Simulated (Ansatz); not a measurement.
System: ScTa$_{3}$F.

Input file:

```
crystal:
  lattice:
    - [4.4126958445, 0.0, 0.0]
    - [0.0, 4.4126958445, 0.0]
    - [0.0, 0.0, 4.4126958445]
  atoms:
    - { symbol: Sc, position: [0.0, 0.0, 0.0] }
    - { symbol: Ta, position: [0.5, 0.5, 0.0] }
    - { symbol: Ta, position: [0.5, 0.0, 0.5] }
    - { symbol: Ta, position: [0.0, 0.5, 0.5] }
    - { symbol: F, position: [0.5, 0.5, 0.5] }
basis:
  ecutwfc: 420
kpoints:
  mp_grid: { grid: [8, 8, 8] }
hamiltonian:
  xc: pbe
scf:
  occupations: { method: gaussian, width: 0.1 }
output:
  forces: true
  stress: true
  eigenvalues: true
  write_density: true
  write_potential: true
  elf: true
  volumetric_format: npy
relax:
  adjacent_minimum: "off"
  f_tol: 0.01
  max_steps: 80
  cell: { stress_tol: 0.05 }
```

Launched as:

```sh
ansatz run input.yaml --threads 1 --pin off --max-ram 2560MiB --backend cpu --events-out ev --progress --plain --runs-dir out
```

Below, planes, directions and counts refer to the conventional cell (a = 4.42 Å, b = 4.42 Å, c = 4.42 Å, α = 90.00°, β = 90.00°, γ = 90.00°).

Space group Pm-3m; a structure generated by program, which may or may not match a known phase; computed without spin polarisation.

Level of theory: DFT PBE, scalar-relativistic, plane waves, PAW in Ansatz 0.2.0.

**What can the converged valence pseudo-density and electron localisation function tell about the bonding?**

Ta–F (2.21 Å): ρ is about 0.34 e/Å³ halfway; the ELF peaks at about 0.85 in the valence shell of F, 0.6 Å from its nucleus, and drops to about 0 between the two atoms (no shared electron pair shows on this line).
Sc–Ta (3.12 Å): ρ at the midpoint is about 0.17 e/Å³; the ELF is about 0.25 at the midpoint (no localised pair shows between them).

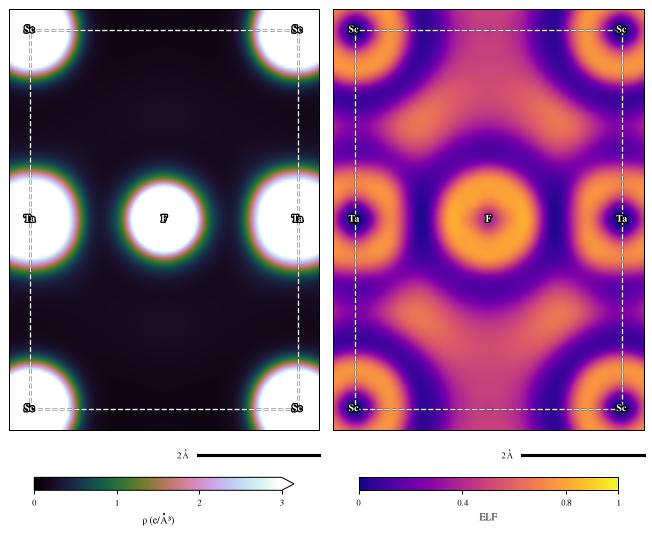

Computed valence pseudo-density and electron localisation function on the (011̄) plane of the conventional cell, in this order. 

Core electrons are frozen (PAW), and the valence fields are smoothed inside the atomic spheres.
